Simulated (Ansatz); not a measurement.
## Electronic structure of CH8N2SSi (SMILES C[Si](N)(N)S) in real space

```json
{"atom": "C", "x (Å)": "-1.4181", "y (Å)": "0.2801", "z (Å)": "0.6107"}
{"atom": "Si", "x (Å)": "0.2501", "y (Å)": "-0.0159", "z (Å)": "-0.1903"}
{"atom": "N", "x (Å)": "1.3527", "y (Å)": "-0.3393", "z (Å)": "1.0964"}
{"atom": "N", "x (Å)": "0.4251", "y (Å)": "-1.3320", "z (Å)": "-1.2812"}
{"atom": "S", "x (Å)": "0.6513", "y (Å)": "1.6841", "z (Å)": "-1.4828"}
{"atom": "H", "x (Å)": "-1.4081", "y (Å)": "1.1637", "z (Å)": "1.2692"}
{"atom": "H", "x (Å)": "-1.7052", "y (Å)": "-0.5918", "z (Å)": "1.2195"}
{"atom": "H", "x (Å)": "-2.1931", "y (Å)": "0.4386", "z (Å)": "-0.1544"}
{"atom": "H", "x (Å)": "2.3374", "y (Å)": "-0.4471", "z (Å)": "0.8772"}
{"atom": "H", "x (Å)": "1.2367", "y (Å)": "0.1445", "z (Å)": "1.9795"}
{"atom": "H", "x (Å)": "0.0858", "y (Å)": "-1.2867", "z (Å)": "-2.2333"}
{"atom": "H", "x (Å)": "0.5017", "y (Å)": "-2.2802", "z (Å)": "-0.9342"}
{"atom": "H", "x (Å)": "-0.0960", "y (Å)": "2.5473", "z (Å)": "-0.7613"}
```

The calculation used RKS PBE0-D4/def2-SVP in Ansatz.

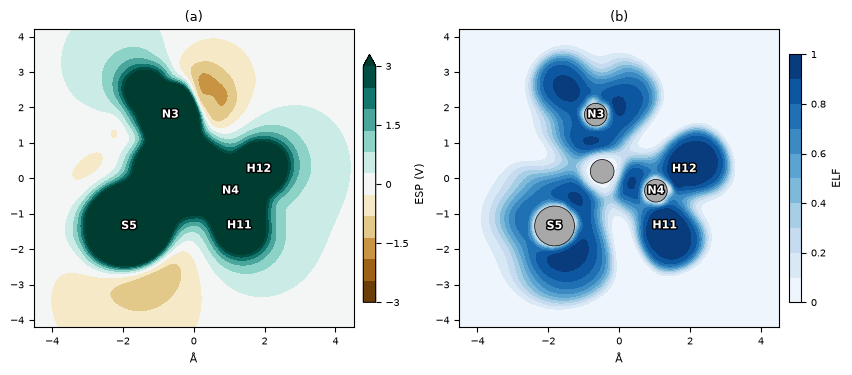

Figure 1. (a) molecular electrostatic potential; (b) electron localisation function on the plane of atoms H11, N4 and H12. Grey discs cover the atomic cores in the ELF map.

What do the fields say about this system?

Atoms in the plane: N, S and H. N–H (1.01 Å): the ELF climbs to about 1 towards the hydrogen, as it does in any bond to H (a covalent bond by its length). The ELF also peaks beside S5 and N3, away from the bonds: lone-pair regions. Outside the dense part of the molecule the potential is most negative (−1.6 V) near N3.

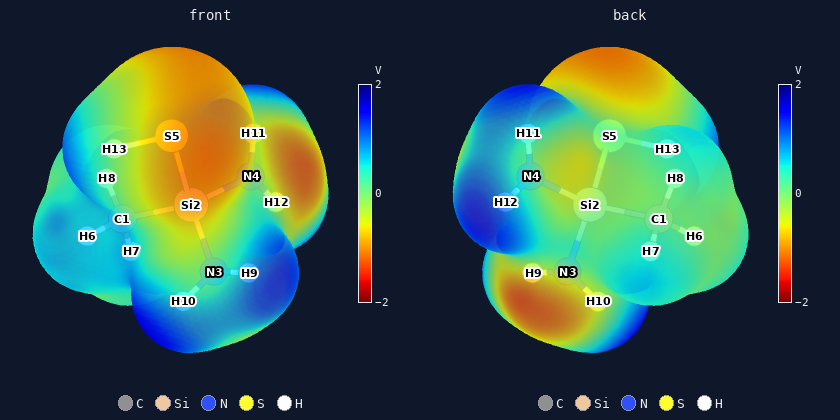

Figure 2. The electrostatic potential painted on the density surface at 0.002 e/bohr³, seen from the front and from behind; red is negative and blue positive.

Describe the electrostatic potential map.

The most negative region (about −1.2 V) lies over N3, N4 and S5, the most positive (about +1.6 V) over H10.

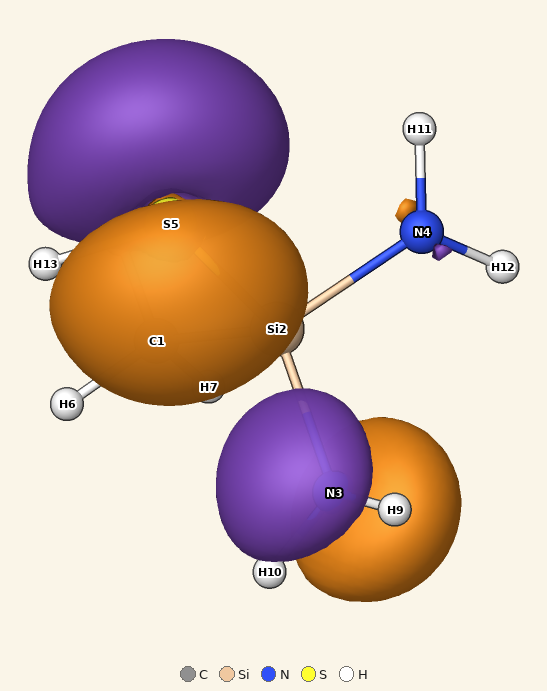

Figure 3. The HOMO at ±0.1 Å⁻³ᐟ² (orange and purple are the two phases), seen at a tilt.

What is the character of this orbital?

By Hirshfeld shares it lies mainly on S5 (about 65 %) and N3 (about 20 %). Its energy is −6.66 eV.

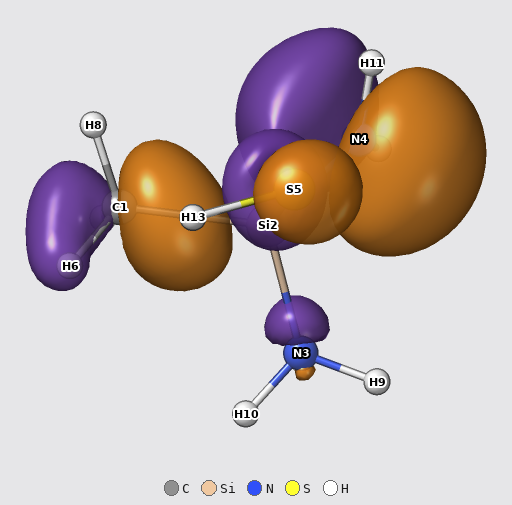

Figure 4. The HOMO−1 at ±0.1 Å⁻³ᐟ² (orange and purple are the two phases), seen at a tilt.

Describe this orbital and give its energy.

By Hirshfeld shares it lies mainly on N4 (about 60 %), Si2 (about 10 %), C1 (about 10 %) and S5 (about 5 %). Its energy is −7.08 eV.
